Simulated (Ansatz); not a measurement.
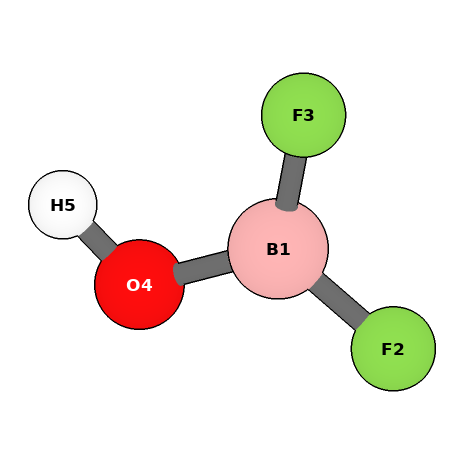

The atoms are numbered. The computed structure is the end point of a PBE0-D4/def2-TZVP optimisation.

Give these bond angles: F2–B1–F3, F2–B1–O4, F3–B1–O4, B1–O4–H5.

```tsv
angle	degrees
F2–B1–F3	118.3
F2–B1–O4	119.5
F3–B1–O4	122.3
B1–O4–H5	113.5
```
